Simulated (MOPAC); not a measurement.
# Geometry relaxation, with input and output: C2H3O2Si (part 3 of 3)

Continued. System: C2H3O2Si, multiplicity 2, SMILES [C]#C[SiH](O)O. Method: PM7, unrestricted, dispersion built in (MOPAC 23.2.5). The atoms were displaced at random from an optimised geometry.

Geometry of the input (Å):
```
C  1.2337  -1.7202  1.6713
C  0.6330  -0.9038  1.0068
Si -0.1884  0.4116  0.0093
O  0.8263  1.5204  -0.3569
O  -0.9538  -0.3932  -1.1850
H  -1.2349  1.0698  1.0673
H  1.2692  1.3827  -1.2801
H  -1.4727  -1.1368  -1.0509
```

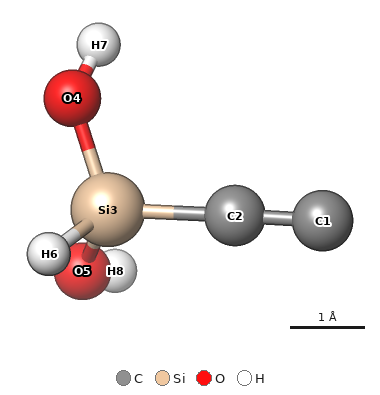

*The geometry at step 48 of the log (ball-and-stick view, seen at a tilt; atoms are numbered from 1 in the order of the input).*

Trajectory as extended XYZ, continued
```
8
Properties=species:S:1:pos:R:3:forces:R:3 step=36 energy=-1.19512
C     1.3024   -1.6651    1.6449   -0.0094   0.0321  -0.0075
C     0.6757   -0.8308    1.0412   -0.0034  -0.0591  -0.0034
Si   -0.2234    0.3772    0.1429   -0.0003  -0.0031   0.0878
O     0.7732    1.4219   -0.5050    0.0935   0.0375  -0.1991
O    -1.1983   -0.3209   -0.8923   -0.0396  -0.1326  -0.1178
H    -1.0985    1.1871    0.9847    0.0026   0.0333   0.0687
H     1.4710    1.2823   -1.1542   -0.0780  -0.0093   0.1231
H    -1.0783   -1.1118   -1.4229    0.0347   0.1012   0.0481
8
Properties=species:S:1:pos:R:3:forces:R:3 step=37 energy=-1.19620
C     1.3026   -1.6632    1.6451   -0.0312   0.0544  -0.0281
C     0.6736   -0.8321    1.0386    0.0273  -0.0931   0.0301
Si   -0.2245    0.3773    0.1433   -0.0259   0.0174   0.0892
O     0.7730    1.4215   -0.5056    0.0365   0.0308  -0.1414
O    -1.1961   -0.3184   -0.8982   -0.0376  -0.0652  -0.0484
H    -1.0950    1.1868    0.9926    0.0087   0.0174   0.0397
H     1.4660    1.2761   -1.1544   -0.0102   0.0005   0.0618
H    -1.0772   -1.1133   -1.4175    0.0325   0.0379  -0.0029
8
Properties=species:S:1:pos:R:3:forces:R:3 step=38 energy=-1.19683
C     1.3022   -1.6587    1.6517   -0.0379   0.0607  -0.0346
C     0.6713   -0.8328    1.0398    0.0371  -0.0992   0.0352
Si   -0.2260    0.3769    0.1445   -0.0351   0.0363   0.0875
O     0.7730    1.4200   -0.5066   -0.0249   0.0195  -0.0838
O    -1.1977   -0.3171   -0.9002   -0.0093  -0.0612  -0.0221
H    -1.0935    1.1847    1.0001    0.0162   0.0101   0.0152
H     1.4616    1.2720   -1.1559    0.0386  -0.0008   0.0161
H    -1.0692   -1.1116   -1.4190    0.0154   0.0347  -0.0135
8
Properties=species:S:1:pos:R:3:forces:R:3 step=39 energy=-1.19728
C     1.3028   -1.6533    1.6606   -0.0260   0.0342  -0.0246
C     0.6687   -0.8347    1.0428    0.0245  -0.0600   0.0179
Si   -0.2276    0.3762    0.1470   -0.0185   0.0351   0.0551
O     0.7717    1.4182   -0.5083   -0.0507   0.0066  -0.0479
O    -1.1980   -0.3157   -0.9022    0.0122  -0.0577   0.0072
H    -1.0913    1.1824    1.0082    0.0120   0.0104   0.0002
H     1.4588    1.2683   -1.1579    0.0449  -0.0040   0.0089
H    -1.0612   -1.1087   -1.4224    0.0015   0.0354  -0.0168
8
Properties=species:S:1:pos:R:3:forces:R:3 step=40 energy=-1.19778
C     1.3040   -1.6502    1.6638   -0.0042  -0.0038  -0.0078
C     0.6694   -0.8356    1.0421    0.0015  -0.0124  -0.0035
Si   -0.2277    0.3759    0.1469   -0.0026   0.0358   0.0281
O     0.7694    1.4182   -0.5123   -0.0431   0.0034  -0.0352
O    -1.1995   -0.3152   -0.9024    0.0282  -0.0731   0.0159
H    -1.0883    1.1812    1.0120    0.0075   0.0121  -0.0065
H     1.4658    1.2687   -1.1527    0.0226  -0.0116   0.0204
H    -1.0588   -1.1088   -1.4226   -0.0099   0.0497  -0.0114
8
Properties=species:S:1:pos:R:3:forces:R:3 step=41 energy=-1.19826
C     1.3050   -1.6511    1.6606    0.0252  -0.0389   0.0189
C     0.6719   -0.8359    1.0388   -0.0299   0.0301  -0.0317
Si   -0.2268    0.3763    0.1454    0.0089   0.0318   0.0098
O     0.7666    1.4197   -0.5173   -0.0033   0.0024  -0.0488
O    -1.2009   -0.3153   -0.9018    0.0302  -0.0888   0.0131
H    -1.0846    1.1822    1.0125    0.0021   0.0114  -0.0073
H     1.4782    1.2704   -1.1434   -0.0227  -0.0163   0.0476
H    -1.0614   -1.1113   -1.4202   -0.0105   0.0684  -0.0015
8
Properties=species:S:1:pos:R:3:forces:R:3 step=42 energy=-1.19871
C     1.3033   -1.6531    1.6602    0.0268  -0.0345   0.0136
C     0.6759   -0.8353    1.0361   -0.0266   0.0295  -0.0232
Si   -0.2248    0.3766    0.1443    0.0024   0.0223  -0.0009
O     0.7614    1.4206   -0.5259    0.0909   0.0091  -0.0911
O    -1.2038   -0.3166   -0.8967    0.0314  -0.1375  -0.0189
H    -1.0810    1.1827    1.0116   -0.0052   0.0177   0.0015
H     1.4960    1.2699   -1.1298   -0.1011  -0.0139   0.0961
H    -1.0613   -1.1110   -1.4208   -0.0184   0.1074   0.0230
8
Properties=species:S:1:pos:R:3:forces:R:3 step=44 energy=-1.20106
C     1.2788   -1.6760    1.6624   -0.0527   0.1023  -0.0747
C     0.6739   -0.8347    1.0446    0.0703  -0.0726   0.0778
Si   -0.2231    0.3796    0.1525   -0.0517   0.0091   0.0084
O     0.7555    1.4169   -0.5409    0.0245  -0.0192  -0.0022
O    -1.2074   -0.3314   -0.8699    0.0078  -0.1021  -0.0644
H    -1.0880    1.1932    1.0054    0.0252   0.0055   0.0111
H     1.5005    1.2511   -1.1210    0.0018   0.0021   0.0160
H    -1.0408   -1.0891   -1.4378   -0.0251   0.0749   0.0281
8
Properties=species:S:1:pos:R:3:forces:R:3 step=45 energy=-1.20139
C     1.2813   -1.6749    1.6588   -0.0117   0.0374  -0.0270
C     0.6740   -0.8347    1.0433    0.0292  -0.0039   0.0266
Si   -0.2234    0.3802    0.1515   -0.0300  -0.0036  -0.0023
O     0.7547    1.4176   -0.5430    0.0345  -0.0241  -0.0023
O    -1.2063   -0.3318   -0.8719   -0.0086  -0.0405  -0.0140
H    -1.0852    1.1927    1.0081    0.0149   0.0097   0.0055
H     1.5052    1.2510   -1.1171   -0.0181   0.0021   0.0258
H    -1.0441   -1.0904   -1.4347   -0.0102   0.0229  -0.0123
8
Properties=species:S:1:pos:R:3:forces:R:3 step=46 energy=-1.20179
C     1.2820   -1.6713    1.6584    0.0620  -0.0602   0.0510
C     0.6742   -0.8302    1.0468   -0.0432   0.0796  -0.0520
Si   -0.2255    0.3809    0.1524   -0.0111  -0.0097  -0.0098
O     0.7549    1.4145   -0.5455   -0.0040  -0.0127   0.0172
O    -1.2083   -0.3357   -0.8690    0.0039  -0.0024   0.0157
H    -1.0839    1.1930    1.0125    0.0072   0.0127  -0.0088
H     1.5065    1.2482   -1.1160   -0.0017  -0.0083   0.0126
H    -1.0383   -1.0851   -1.4404   -0.0132   0.0010  -0.0259
8
Properties=species:S:1:pos:R:3:forces:R:3 step=47 energy=-1.20215
C     1.2835   -1.6691    1.6609    0.0558  -0.0376   0.0447
C     0.6784   -0.8236    1.0523   -0.0433   0.0440  -0.0501
Si   -0.2263    0.3806    0.1538    0.0059  -0.0034  -0.0078
O     0.7529    1.4112   -0.5505    0.0101  -0.0108   0.0048
O    -1.2106   -0.3408   -0.8623    0.0086  -0.0060   0.0089
H    -1.0834    1.1947    1.0127   -0.0012   0.0151  -0.0076
H     1.5116    1.2418   -1.1117   -0.0181  -0.0047   0.0232
H    -1.0330   -1.0765   -1.4497   -0.0178   0.0034  -0.0161
8
Properties=species:S:1:pos:R:3:forces:R:3 step=48 energy=-1.20255
C     1.2974   -1.6581    1.6633    0.0180   0.0139   0.0162
C     0.6839   -0.8152    1.0584   -0.0125  -0.0287  -0.0247
Si   -0.2270    0.3792    0.1542    0.0055   0.0136   0.0153
O     0.7531    1.4069   -0.5516    0.0078   0.0082  -0.0135
O    -1.2131   -0.3453   -0.8568    0.0110  -0.0169  -0.0059
H    -1.0840    1.1989    1.0072   -0.0091   0.0106   0.0029
H     1.5126    1.2371   -1.1102   -0.0027  -0.0058   0.0152
H    -1.0320   -1.0682   -1.4594   -0.0180   0.0050  -0.0054
8
Properties=species:S:1:pos:R:3:forces:R:3 step=49 energy=-1.20298
C     1.3198   -1.6398    1.6657   -0.0289   0.0569  -0.0214
C     0.6912   -0.8091    1.0583    0.0369  -0.0717   0.0141
Si   -0.2263    0.3781    0.1520   -0.0090   0.0218   0.0237
O     0.7515    1.4057   -0.5576    0.0552  -0.0065  -0.0465
O    -1.2162   -0.3498   -0.8520    0.0067  -0.0018  -0.0034
H    -1.0821    1.2030    1.0017   -0.0124   0.0007   0.0074
H     1.5257    1.2322   -1.0980   -0.0408   0.0069   0.0333
H    -1.0379   -1.0637   -1.4648   -0.0076  -0.0063  -0.0073
8
Properties=species:S:1:pos:R:3:forces:R:3 step=50 energy=-1.20319
C     1.3291   -1.6290    1.6713   -0.0333   0.0620  -0.0279
C     0.6930   -0.8087    1.0575    0.0402  -0.0682   0.0238
Si   -0.2267    0.3777    0.1517    0.0004   0.0116   0.0116
O     0.7521    1.4050   -0.5579    0.0175  -0.0050  -0.0193
O    -1.2159   -0.3497   -0.8530   -0.0028   0.0064   0.0017
H    -1.0826    1.2017    1.0022   -0.0100   0.0002   0.0044
H     1.5258    1.2321   -1.0966   -0.0122   0.0014   0.0123
H    -1.0407   -1.0634   -1.4663    0.0003  -0.0085  -0.0066
8
Properties=species:S:1:pos:R:3:forces:R:3 step=51 energy=-1.20321
C     1.3348   -1.6222    1.6748   -0.0466   0.0539  -0.0401
C     0.6944   -0.8079    1.0574    0.0523  -0.0570   0.0364
Si   -0.2268    0.3772    0.1513    0.0038   0.0090   0.0095
O     0.7521    1.4044   -0.5587    0.0081  -0.0043  -0.0115
O    -1.2163   -0.3500   -0.8529   -0.0060   0.0060   0.0007
H    -1.0827    1.2009    1.0023   -0.0090   0.0000   0.0029
H     1.5270    1.2316   -1.0951   -0.0061  -0.0002   0.0060
H    -1.0417   -1.0626   -1.4678    0.0034  -0.0074  -0.0038
8
Properties=species:S:1:pos:R:3:forces:R:3 step=52 energy=-1.20327
C     1.3321   -1.6228    1.6759   -0.0018   0.0028  -0.0014
C     0.6948   -0.8084    1.0566    0.0057  -0.0009  -0.0007
Si   -0.2267    0.3776    0.1515    0.0004   0.0024   0.0036
O     0.7516    1.4044   -0.5601    0.0032  -0.0045  -0.0056
O    -1.2168   -0.3503   -0.8522    0.0009   0.0012  -0.0013
H    -1.0829    1.2005    1.0035   -0.0042  -0.0018  -0.0017
H     1.5283    1.2314   -1.0935   -0.0040  -0.0009   0.0044
H    -1.0403   -1.0624   -1.4679   -0.0002   0.0017   0.0026
8
Properties=species:S:1:pos:R:3:forces:R:3 step=53 energy=-1.20328
C     1.3329   -1.6212    1.6773    0.0057  -0.0041   0.0022
C     0.6966   -0.8073    1.0566   -0.0051   0.0060  -0.0035
Si   -0.2266    0.3776    0.1515    0.0012  -0.0002   0.0015
O     0.7511    1.4039   -0.5618    0.0021  -0.0024  -0.0023
O    -1.2172   -0.3511   -0.8511    0.0014   0.0031   0.0008
H    -1.0833    1.2001    1.0034   -0.0031  -0.0008  -0.0013
H     1.5303    1.2306   -1.0912   -0.0025  -0.0006   0.0014
H    -1.0404   -1.0612   -1.4688    0.0003  -0.0009   0.0011
8
Properties=species:S:1:pos:R:3:forces:R:3 step=54 energy=-1.20328
C     1.3339   -1.6206    1.6773    0.0025   0.0001  -0.0004
C     0.6969   -0.8070    1.0568   -0.0016   0.0007  -0.0004
Si   -0.2265    0.3775    0.1516   -0.0010   0.0007   0.0021
O     0.7511    1.4037   -0.5617   -0.0001  -0.0004  -0.0012
O    -1.2172   -0.3511   -0.8510    0.0004   0.0027   0.0010
H    -1.0836    1.2001    1.0030   -0.0024  -0.0010  -0.0007
H     1.5301    1.2306   -1.0912    0.0012  -0.0010  -0.0009
H    -1.0406   -1.0611   -1.4690    0.0010  -0.0017   0.0004
8
Properties=species:S:1:pos:R:3:forces:R:3 step=55 energy=-1.20328
C     1.3346   -1.6201    1.6772    0.0007   0.0008  -0.0010
C     0.6970   -0.8068    1.0568    0.0004  -0.0004   0.0004
Si   -0.2265    0.3775    0.1516   -0.0017   0.0009   0.0021
O     0.7511    1.4036   -0.5618   -0.0006   0.0002  -0.0006
O    -1.2172   -0.3511   -0.8509   -0.0001   0.0024   0.0005
H    -1.0838    1.2001    1.0028   -0.0021  -0.0010  -0.0004
H     1.5302    1.2305   -1.0911    0.0022  -0.0011  -0.0016
H    -1.0407   -1.0610   -1.4690    0.0013  -0.0018   0.0007
8
Properties=species:S:1:pos:R:3:forces:R:3 step=56 energy=-1.20328
C     1.3356   -1.6196    1.6769   -0.0012   0.0028  -0.0028
C     0.6973   -0.8067    1.0566    0.0023  -0.0027   0.0027
Si   -0.2265    0.3775    0.1515   -0.0020   0.0010   0.0016
O     0.7511    1.4036   -0.5619   -0.0009   0.0008  -0.0002
O    -1.2172   -0.3510   -0.8511   -0.0006   0.0019   0.0010
H    -1.0840    1.1998    1.0027   -0.0015  -0.0004  -0.0001
H     1.5304    1.2304   -1.0908    0.0025  -0.0010  -0.0019
H    -1.0409   -1.0612   -1.4687    0.0014  -0.0025  -0.0003
8
Properties=species:S:1:pos:R:3:forces:R:3 step=57 energy=-1.20328
C     1.3372   -1.6188    1.6761   -0.0021   0.0034  -0.0032
C     0.6977   -0.8065    1.0563    0.0031  -0.0032   0.0036
Si   -0.2266    0.3776    0.1515   -0.0019   0.0011   0.0010
O     0.7511    1.4035   -0.5622   -0.0012   0.0009   0.0001
O    -1.2173   -0.3509   -0.8510   -0.0006   0.0000   0.0002
H    -1.0844    1.1997    1.0026   -0.0006  -0.0001   0.0001
H     1.5309    1.2300   -1.0903    0.0022  -0.0007  -0.0019
H    -1.0410   -1.0614   -1.4684    0.0011  -0.0015   0.0002
8
Properties=species:S:1:pos:R:3:forces:R:3 step=58 energy=-1.20328
C     1.3374   -1.6187    1.6760   -0.0027   0.0030  -0.0028
C     0.6978   -0.8064    1.0563    0.0037  -0.0027   0.0032
Si   -0.2266    0.3776    0.1515   -0.0019   0.0010   0.0009
O     0.7511    1.4035   -0.5622   -0.0011   0.0009   0.0005
O    -1.2173   -0.3509   -0.8510   -0.0005  -0.0001   0.0002
H    -1.0844    1.1998    1.0026   -0.0005  -0.0001   0.0001
H     1.5309    1.2299   -1.0903    0.0020  -0.0006  -0.0021
H    -1.0410   -1.0614   -1.4684    0.0011  -0.0014   0.0001
```

Key numbers

| quantity | value |
| --- | --- |
| outcome | converged |
| heat of formation | −27.75 kcal/mol |
| basis functions | 28 |
| largest force | 0.002 eV/Å |
| ⟨S²⟩ | 0.779 |
| dipole moment | 2.54 D |
| hardware | 1 thread of AMD EPYC (Zen 3), 128 GiB of memory available, shared host |
| peak memory | 0.11 GiB |

Remarks

MOPAC's energies along a path are heats of formation.
